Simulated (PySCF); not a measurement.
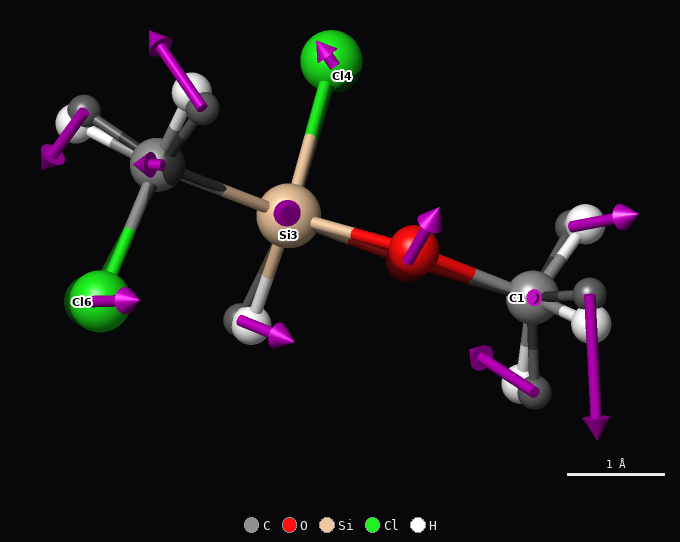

A relaxation of C₂H₆Cl₂OSi. The starting structure is drawn faded, the final one solid; purple arrows show the displacements, magnified 5 times. The two geometries are superimposed by the best rigid fit.

The picture is a ball-and-stick view, seen from a free direction.

The start comes from GFN2-xTB. Its atoms were then displaced at random by about 0.01 Å.

All numbers below come from PBE0-D3(BJ)/def2-SVP geometry optimisation, gas phase (PySCF). 

Q: Which element moves most?

A: Hydrogen: up to 0.31 Å, against 0.17 Å for chlorine.

Q: Describe the change and its energy.

A: The atom that moves furthest after the best rigid fit is an H atom (0.31 Å). By element the largest moves are H 0.31 Å, Cl 0.17 Å, O 0.16 Å, Si 0.09 Å, C 0.07 Å. Near-neighbour distances that change, for instance: Cl–Si 2.007 → 2.074 Å, C–Si 1.919 → 1.870 Å, O–Si 1.601 → 1.643 Å, C–H 1.070 → 1.100 Å. Bond angles that change, for instance: C–O–Si 130.8° → 126.4°, O–Si–C 103.0° → 107.2°, H–C–H 111.5° → 108.2°. Groups turn about C–O by about 20°. The energy falls by 0.186 eV in 14 geometry steps. The run took 98 s on 1 thread of Arm Neoverse V1 (shared host).
